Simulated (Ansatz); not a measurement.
The starting structures come from a database of crystals and need not be the phases stable at ambient conditions.

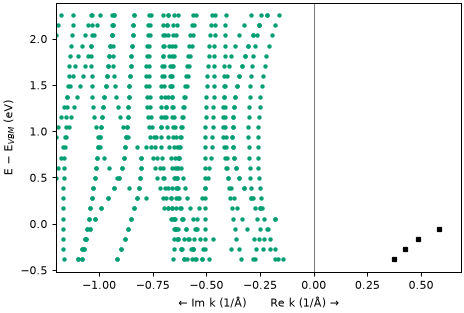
*Complex bands at the centre of the two-dimensional zone; r2SCAN (Ansatz, a program for electronic structure)*

No gap correction and no spin-orbit coupling; mid-gap values are interpolated between computed energies.

Task: This is K2TeBr6 (Fm-3m, not sure to be the ambient phase, 9 atoms a cell, 33.6 Å³ an atom) along the normal of (110). Read off the slowest decay at the centre of the two-dimensional zone at 1.04 eV, the computed energy nearest the middle of the gap.

Result: κ ≈ 0.26 1/Å, a decay length 1/(2κ) of the density of 1.9 Å.
